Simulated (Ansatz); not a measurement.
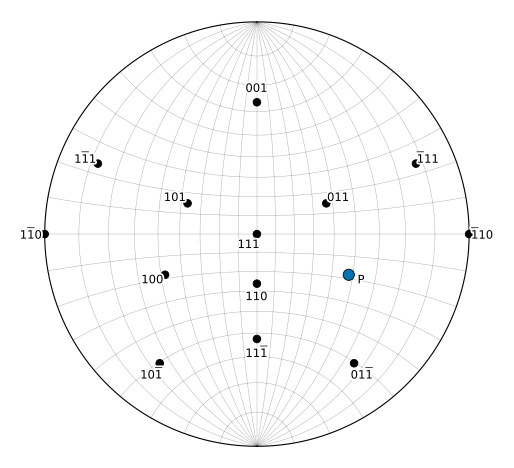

For TiAl, a calculation's input that goes back to an entry of the Crystallography Open Database (an earlier step may have relaxed or displaced it): stereographic projection of plane normals (upper hemisphere) centred on (1 1 1). All values are computed from the atomic coordinates in the standard setting (tolerance 0.002 Å).

a = 2.837 Å, b = 2.837 Å, c = 4.059 Å, α = 90.00°, β = 90.00°, γ = 90.00°.

Index the pole marked P.

P is (0 1 0), 50.7° from the centre.

What is the angle between the normals of (0 1 1) and (1 1 −1), and what are their d_hkl = 1/|g|?

74.6°; d = 2.326 Å and 1.799 Å.
